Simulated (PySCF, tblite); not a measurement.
# C₄H₉AlF₂O: geometry, infrared bands and NMR shifts

What infrared bands and NMR shifts should C₄H₉AlF₂O (`F[C@@H]1C[C@@H](F)[O+]([AlH3-])C1`) show?

The runs use tblite 0.8.0 and PySCF 2.14.0, with density-fitted response routines of our own; the level of theory stands in each step. All values are computed, except where a source is named. Atoms are numbered from 0 throughout.

### Step 1. The starting structure

17 atoms, charge 0, multiplicity 1; geometry from: force field or distance geometry start.

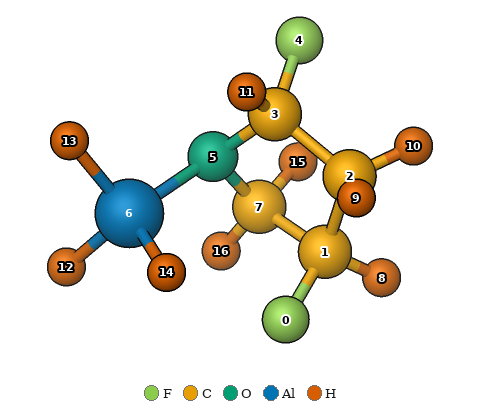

The starting geometry (fluorine green, carbon amber, oxygen teal, aluminium blue, hydrogen orange), atoms numbered.

### Step 2. Geometry optimisation with GFN2-xTB

What the job is given:

```
{"job": {"kind": "relax", "xc": "GFN2-xTB", "basis": "xTB"}, "charge": 0, "multiplicity": 1}
F     -0.102700    -0.960000    -1.763300
C     -0.996500    -0.729300    -0.732000
C     -1.254200     0.745500    -0.502900
C     -0.327400     1.088500     0.619100
F     -1.033000     1.309400     1.813000
O      0.446800    -0.037400     0.853400
Al     2.037800    -0.050500    -0.023100
C     -0.373000    -1.097500     0.603600
H     -1.919300    -1.274400    -0.947100
H     -1.026200     1.327100    -1.404700
H     -2.333500     0.934800    -0.234000
H      0.298900     1.962200     0.429200
H      2.790000    -1.447600     0.211700
H      2.966300     1.082100     0.638900
H      1.930500     0.322300    -1.562800
H     -1.208800    -1.079200     1.362100
H      0.097200    -2.084100     0.628900
```

Run with:

```sh
OMP_NUM_THREADS=1 python probes_run.py task.json out
```

This one command runs all jobs of the session in turn.

Output:

```text
step      E/eV     max force
  0    -755.59318    3.515
  1    -755.91799    2.569
  2    -756.12628    1.310
  3    -756.25702    0.727
  4    -756.31656    0.530
  5    -756.33884    0.388
  6    -756.35566    0.425
  7    -756.37642    0.358
  8    -756.39259    0.291
  9    -756.40556    0.363
 10    -756.42295    0.401
 11    -756.44696    0.406
 12    -756.47189    0.498
 13    -756.49163    0.369
 14    -756.50448    0.261
 15    -756.51197    0.191
 16    -756.51661    0.143
 17    -756.52048    0.154
 18    -756.52516    0.220
 19    -756.53109    0.247
 20    -756.53699    0.165
 21    -756.54130    0.153
 22    -756.54449    0.151
 23    -756.54771    0.136
 24    -756.55108    0.153
 25    -756.55490    0.156
 26    -756.55944    0.173
 27    -756.56439    0.199
 28    -756.56867    0.148
 29    -756.57144    0.126
 30    -756.57355    0.122
 31    -756.57631    0.165
 32    -756.57961    0.189
 33    -756.58236    0.121
 34    -756.58400    0.076
 35    -756.58509    0.078
 36    -756.58620    0.116
 37    -756.58741    0.114
 38    -756.58857    0.081
 39    -756.58966    0.087
 40    -756.59092    0.100
 41    -756.59255    0.124
 42    -756.59441    0.134
 43    -756.59629    0.140
 44    -756.59802    0.117
 45    -756.59926    0.166
 46    -756.60066    0.086
 47    -756.60171    0.074
 48    -756.60251    0.106
 49    -756.60332    0.120
 50    -756.60421    0.101
 51    -756.60498    0.066
 52    -756.60554    0.057
 53    -756.60599    0.052
 54    -756.60640    0.043
 55    -756.60675    0.041
 56    -756.60708    0.041
 57    -756.60747    0.049
 58    -756.60790    0.046
 59    -756.60822    0.036
 60    -756.60840    0.029
 61    -756.60851    0.031
 62    -756.60862    0.025
 63    -756.60873    0.025
 64    -756.60881    0.025
 65    -756.60887    0.024
 66    -756.60892    0.024
 67    -756.60898    0.017
 68    -756.60903    0.016
 69    -756.60906    0.016
 70    -756.60911    0.015
 71    -756.60916    0.019
 72    -756.60921    0.017
 73    -756.60927    0.016
 74    -756.60933    0.016
 75    -756.60938    0.019
 76    -756.60943    0.019
 77    -756.60949    0.017
 78    -756.60954    0.016
 79    -756.60958    0.016
 80    -756.60961    0.014
 81    -756.60964    0.012
 82    -756.60967    0.013
 83    -756.60969    0.011
 84    -756.60971    0.012
 85    -756.60973    0.011
 86    -756.60975    0.013
 87    -756.60977    0.012
 88    -756.60978    0.007
```

It took 1 s on 1 thread of Arm Neoverse N1, shared host; peak memory 0.18 GiB.

Step by step: (not every step is listed)

```csv
step,energy from step 0 (eV),largest force (eV/Å)
0,0.0000,3.5147
1,-0.3248,2.5688
2,-0.5331,1.3098
3,-0.6638,0.7270
4,-0.7234,0.5300
5,-0.7457,0.3876
6,-0.7625,0.4249
7,-0.7832,0.3579
8,-0.7994,0.2913
15,-0.9188,0.1915
22,-0.9513,0.1512
29,-0.9783,0.1256
36,-0.9930,0.1163
43,-1.0031,0.1397
50,-1.0110,0.1013
57,-1.0143,0.0492
64,-1.0156,0.0248
71,-1.0160,0.0194
78,-1.0164,0.0161
83,-1.0165,0.0112
84,-1.0165,0.0117
85,-1.0166,0.0114
86,-1.0166,0.0130
87,-1.0166,0.0121
88,-1.0166,0.0070
```

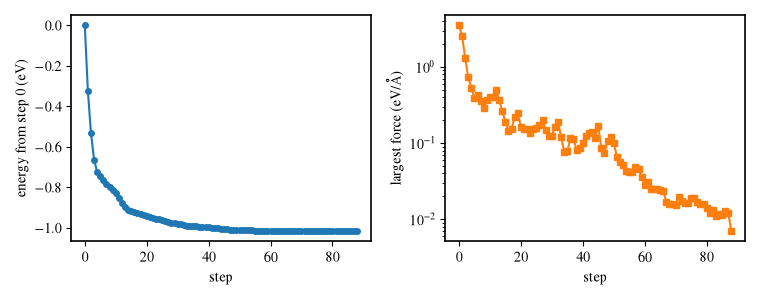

Energy and largest force along the relaxation.

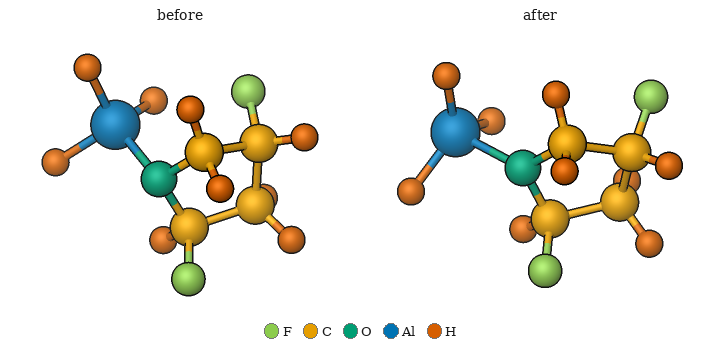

Before and after, at one scale.

Distances of close pairs at the start and the end, largest changes first:

```csv
bond,before (Å),after (Å),change (Å)
O5–Al6,1.817,1.889,+0.073
O5–C7,1.363,1.421,+0.057
C2–H10,1.128,1.088,-0.040
Al6–H13,1.607,1.571,-0.036
C7–H15,1.129,1.095,-0.034
C3–F4,1.404,1.372,-0.032
Al6–H12,1.604,1.572,-0.032
C2–C3,1.495,1.526,+0.031
```

The final coordinates are the input of the step that follows.

### Step 3. Infrared spectrum with GFN2-xTB

What the job is given:

```
{"job": {"kind": "ir", "xc": "GFN2-xTB", "basis": "xTB"}, "charge": 0, "multiplicity": 1}
F     -1.052857    -1.332375    -1.819960
C     -1.368689    -0.799092    -0.596009
C     -1.261560     0.733019    -0.641932
C     -0.204734     1.048047     0.412756
F     -0.817559     1.321184     1.610076
O      0.549652    -0.099784     0.556699
Al     2.384068     0.178145     0.199477
C     -0.323986    -1.214658     0.447896
H     -2.371624    -1.165712    -0.358663
H     -0.914359     1.040917    -1.627620
H     -2.201132     1.230621    -0.411497
H      0.463587     1.887522     0.195039
H      2.749568    -1.345002     0.337384
H      2.651317     1.183064     1.377744
H      2.236104     0.828813    -1.237313
H     -0.792675    -1.409754     1.417758
H      0.267883    -2.072926     0.128255
```

Output:

```text
mode    cm-1     km/mol
  1      41.5      2.52
  2      65.0      8.94
  3     133.1      1.35
  4     148.7      3.47
  5     178.9      6.03
  6     278.3      7.52
  7     336.2      4.77
  8     401.4      7.10
  9     445.4      8.53
 10     466.1      7.06
 11     512.4     10.66
 12     527.3     22.37
 13     712.1      0.17
 14     762.5     45.66
 15     771.7    225.87
 16     781.7    302.56
 17     794.6    693.89
 18     866.3     47.23
 19     882.2     10.19
 20     945.3     16.52
 21     962.2     41.92
 22     985.0     26.58
 23    1019.9     38.16
 24    1073.9     44.31
 25    1099.3     81.82
 26    1117.8     76.19
 27    1153.6     18.63
 28    1177.3     19.01
 29    1200.2      9.42
 30    1245.6     13.91
 31    1257.4      1.21
 32    1274.7     16.69
 33    1287.5      5.10
 34    1315.3     34.15
 35    1426.4     21.66
 36    1431.9      3.87
 37    1615.0    301.28
 38    1662.6    173.99
 39    1673.7    356.77
 40    2942.2     10.07
 41    2951.9      2.35
 42    2959.0     23.90
 43    3007.9      0.46
 44    3023.2      0.69
 45    3037.4      1.99
```

Run time: 0.96 s. Hardware: 1 thread of Arm Neoverse N1, shared host; peak memory 0.18 GiB.

The strongest bands and the atoms that carry them (share of the mass-weighted mode):

```
cm⁻¹  km/mol                                atoms
 772   225.9         H12 54 %, H13 21 %, H14 11 %
 782   302.6                   H14 50 %, H13 39 %
 795   693.9         H14 32 %, H13 25 %, H12 25 %
1099    81.8                     C1 24 %, C7 15 %
1118    76.2  O5 31 %, C3 21 %, C7 12 %, H11 11 %
1615   301.3                             H14 95 %
1663   174.0                   H12 80 %, H13 18 %
1674   356.8                   H13 78 %, H12 16 %
```

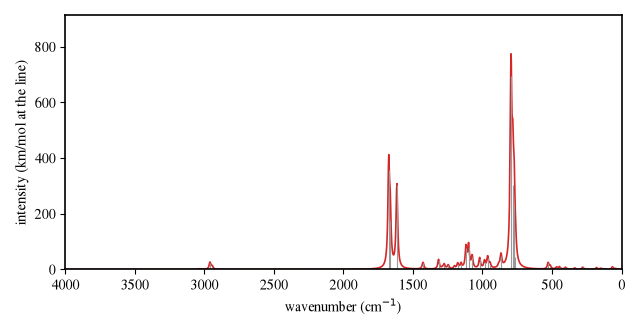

The infrared spectrum from these modes, unscaled. Lines are broadened to a width of 14 cm⁻¹ (Lorentzian).

### Step 4. Nuclear shieldings: PBE0/pcSseg-1

The job, as its differences from that of step 3:

```diff
@@ -1,2 +1,2 @@
-{"job": {"kind": "ir", "xc": "GFN2-xTB", "basis": "xTB"}, "charge": 0, "multiplicity": 1}
+{"job": {"kind": "nmr", "xc": "PBE0", "basis": "pcSseg-1"}, "charge": 0, "multiplicity": 1}
 F     -1.052857    -1.332375    -1.819960
```

Method: GIAO PBE0/pcSseg-1 NMR shielding, non-relativistic, gas phase.

Output:

```text
coarse grid: 14808 points
cycle   1  E = -674.3576420370  dE =  1.071e+00  |g| = 7.737e-01  |ddm| = 3.559e+00
cycle   2  E = -674.2762539216  dE =  8.139e-02  |g| = 1.092e+00  |ddm| = 1.078e+00
cycle   3  E = -674.4605973191  dE = -1.843e-01  |g| = 7.166e-02  |ddm| = 6.409e-01
cycle   4  E = -674.4613650529  dE = -7.677e-04  |g| = 3.295e-02  |ddm| = 6.498e-02
cycle   5  E = -674.4615857184  dE = -2.207e-04  |g| = 6.597e-03  |ddm| = 2.617e-02
cycle   6  E = -674.4615926861  dE = -6.968e-06  |g| = 2.366e-03  |ddm| = 4.799e-03
final grid: 139488 points
cycle   7  E = -674.5313114645  dE = -4.636e-05  |g| = 1.062e-02  |ddm| = 2.884e-02
cycle   8  E = -674.5312921212  dE =  1.934e-05  |g| = 1.529e-02  |ddm| = 1.476e-02
cycle   9  E = -674.5313324455  dE = -4.032e-05  |g| = 9.246e-04  |ddm| = 8.422e-03
cycle  10  E = -674.5313326069  dE = -1.614e-07  |g| = 2.606e-04  |ddm| = 9.913e-04
cycle  11  E = -674.5313326187  dE = -1.179e-08  |g| = 8.329e-05  |ddm| = 2.327e-04
cycle  12  E = -674.5313326196  dE = -8.831e-10  |g| = 3.198e-05  |ddm| = 5.653e-05
cycle  13  E = -674.5313326197  dE = -1.573e-10  |g| = 4.128e-06  |ddm| = 2.285e-05
converged SCF energy = -674.5313326197

GIAO shielding tensors (ppm)
atom      isotropic    diamagn.    paramagn.     s11        s22        s33       span
  0 F      364.345     472.563    -108.218    318.426    371.030    403.579     85.153
  1 C       92.099     246.451    -154.352     59.311     83.914    133.074     73.763
  2 C      142.250     251.192    -108.942    121.695    138.857    166.199     44.504
  3 C       68.817     243.840    -175.022     46.769     69.976     89.707     42.938
  4 F      319.485     474.511    -155.026    206.472    356.658    395.325    188.853
  5 O      241.439     403.161    -161.722    187.410    210.618    326.290    138.880
  6 Al     405.242     795.584    -390.342    382.311    403.302    430.112     47.802
  7 C      106.836     245.397    -138.562     66.398    105.208    148.901     82.503
  8 H       26.116      28.849      -2.733     22.308     26.157     29.883      7.575
  9 H       28.867      29.785      -0.918     25.705     26.988     33.909      8.204
 10 H       28.927      28.807       0.120     24.941     27.189     34.650      9.709
 11 H       25.005      29.953      -4.948     21.839     25.055     28.122      6.283
 12 H       27.476      30.176      -2.701     23.770     26.763     31.894      8.124
 13 H       27.180      29.808      -2.628     23.550     26.196     31.793      8.243
 14 H       27.434      30.405      -2.971     23.701     27.063     31.538      7.837
 15 H       27.114      29.262      -2.148     22.649     25.866     32.826     10.177
 16 H       26.633      29.275      -2.641     22.505     26.281     31.114      8.608
```

It took 66 s on 1 thread of Arm Neoverse N1, shared host; peak memory 0.76 GiB.

The references, computed at this level on geometries of the same kind, shield at (ppm): ¹H TMS 31.72, ¹³C TMS 186.9, ¹⁹F CFCl3 170.9, ¹⁷O H2O 336.1, ²⁷Al AlH4- 490.0. Their shielding less the atom's gives the shift. The references are single molecules in the gas phase, so shifts against H2O, NH3, PH3, H3PO4 or CFCl3 are not on the usual liquid scales and can be off by tens of ppm. Shifts against hydride references such as AlH4− lie on their own scale. Atoms listed in one row are averaged.

```
        atoms                              environment  σ (ppm)  δ (ppm)
           C3                 sp3 CH bonded to F and O     68.8    118.1
           C1                       sp3 CH bonded to F     92.1     94.8
           C7                      sp3 CH2 bonded to O    106.8     80.1
           C2                        sp3 CH2 in a ring    142.3     44.7
          H11  hydrogen on an sp3 CH bonded to F and O    25.01     6.71
           H8        hydrogen on an sp3 CH bonded to F    26.12     5.60
          H16       hydrogen on an sp3 CH2 bonded to O    26.63     5.08
          H15       hydrogen on an sp3 CH2 bonded to O    27.11     4.60
H12, H13, H14     hydrogen on an aluminium bonded to O    27.36     4.35
           H9         hydrogen on an sp3 CH2 in a ring    28.87     2.85
          H10         hydrogen on an sp3 CH2 in a ring    28.93     2.79
           F4                fluorine on an sp3 carbon    319.5   -148.5
           F0                fluorine on an sp3 carbon    364.3   -193.4
           O5           donor oxygen of a Lewis adduct    241.4     94.6
          Al6               aluminium bonded to O, 3 H    405.2     84.7
```

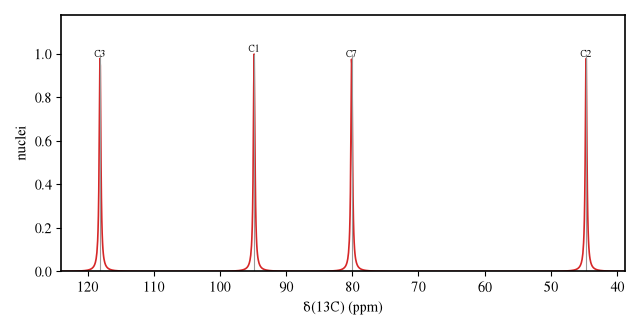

¹³C lines at the computed shifts, without couplings. Lines are broadened to a width of 0.29 ppm (Lorentzian).

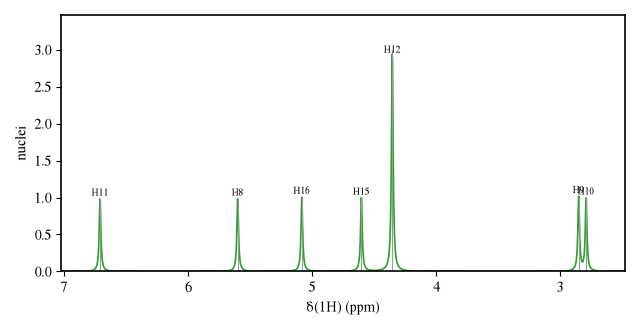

¹H lines at the computed shifts, without couplings. Lines are broadened to a width of 0.02 ppm (Lorentzian).

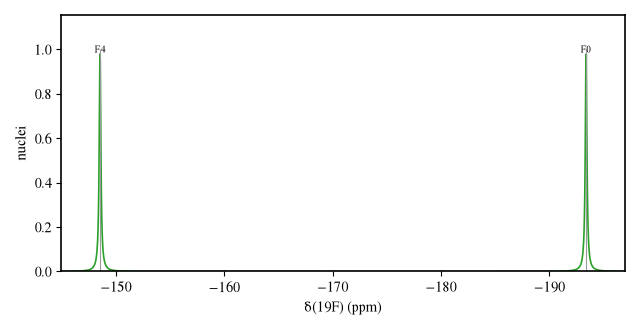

¹⁹F lines at the computed shifts, without couplings. Lines are broadened to a width of 0.18 ppm (Lorentzian).

The run also stored atomic charges by several schemes (e):

```csv
atoms,Mulliken,IAO,Hirshfeld,ESP fit
F0,-0.32,-0.32,-0.10,-0.28
C1,0.10,0.17,0.07,0.39
C2,-0.18,-0.32,-0.08,-0.36
C3,0.41,0.35,0.15,0.46
F4,-0.31,-0.32,-0.10,-0.26
O5,-0.62,-0.31,-0.04,-0.18
Al6,0.72,0.49,0.30,0.77
C7,0.13,-0.09,0.02,-0.24
```

Hirshfeld charges:

F0 -0.10; C1 0.07; C2 -0.08; C3 0.15; F4 -0.10; O5 -0.04; Al6 0.30; C7 0.02; H8 0.06; H9 0.07; H10 0.06; H11 0.06; H12 -0.20; H13 -0.20; H14 -0.20; H15 0.06; H16 0.07

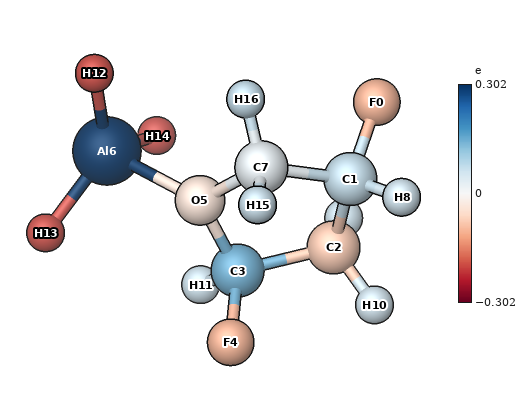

Hirshfeld charges, as colours on the atoms.

Mayer bond orders: F0–C1 0.88, C1–C2 1.01, C2–C3 1.03, C3–F4 0.90, C3–O5 0.85, O5–Al6 0.28, O5–C7 0.80, C7–C1 1.01.

Ring of atoms C1, C2, C3, O5, C7: NICS(0) -6.1, NICS(1) -3.3, NICS(1)zz -4.7 ppm (means of both faces).

Orbitals, density, ELF and potential are computed afterwards from the orbital file.

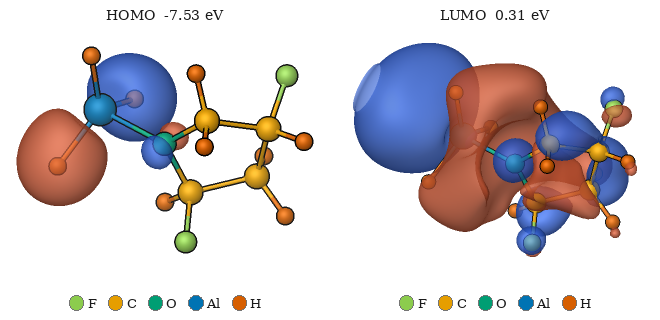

PBE0/pcSseg-1 orbitals near the gap, drawn at the value that encloses 70 % of each; the two colours are the two signs. The LUMO is diffuse and is cut off by the edge of the grid.

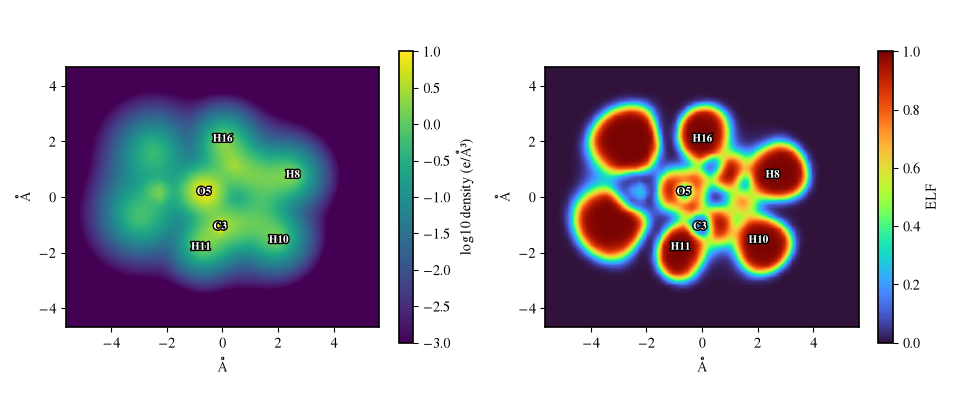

Density (left) and ELF (right) in a plane through or near 6 of the atoms.

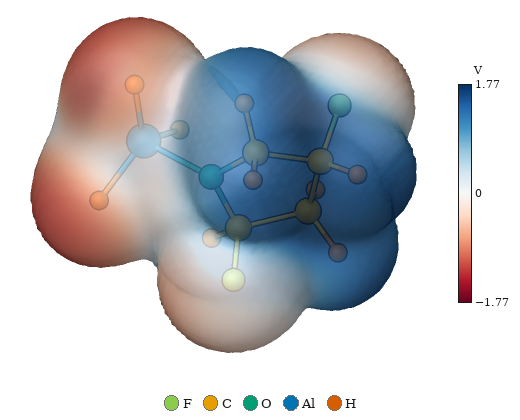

The potential that a unit positive charge feels on the 0.002 e/bohr³ surface, from -1.13 to 1.77 V.

### Step 5. Outcome

| quantity | value |
| --- | --- |
| strongest single infrared mode (GFN2-xTB) | 795 cm⁻¹, 694 km/mol |
| zero-point energy (GFN2-xTB) | 74.3 kcal/mol |
| ¹³C shifts against TMS (PBE0/pcSseg-1) | 118.1, 94.8, 80.1, 44.7 ppm |
| ¹H shifts against TMS (PBE0/pcSseg-1, means over atoms taken as alike) | 6.71, 5.60, 5.08, 4.60, 4.35, 2.85, 2.79 ppm |
| ¹⁹F shifts against CFCl3 (PBE0/pcSseg-1) | -148.5, -193.4 ppm |
| ¹⁷O shifts against H2O (PBE0/pcSseg-1) | 94.6 ppm |
| ²⁷Al shifts against AlH4- (PBE0/pcSseg-1) | 84.7 ppm |
| surface potential, least and greatest | -1.13 V and 1.77 V |

The optimisation took 88 steps and gained 1.017 eV; among the close pairs (by a distance rule), O5–Al6 changed most, from 1.817 to 1.889 Å. All 45 modes are real, so the xTB geometry is a minimum. The strongest single mode, at 795 cm⁻¹, has its largest shares on H14, H13 and H12 (the list is cut at 3 atoms). GFN2-xTB is a fitted tight-binding method: band positions and strengths are rough. Its intensities can rank the bands wrongly. The most deshielded hydrogen is H11 (hydrogen on an sp3 CH bonded to F and O), at 6.71 ppm: its carbon carries F and O, hence the downfield position. At PBE0/pcSseg-1: The largest span, 189 ppm, is at F4, where the paramagnetic term is -155 ppm.
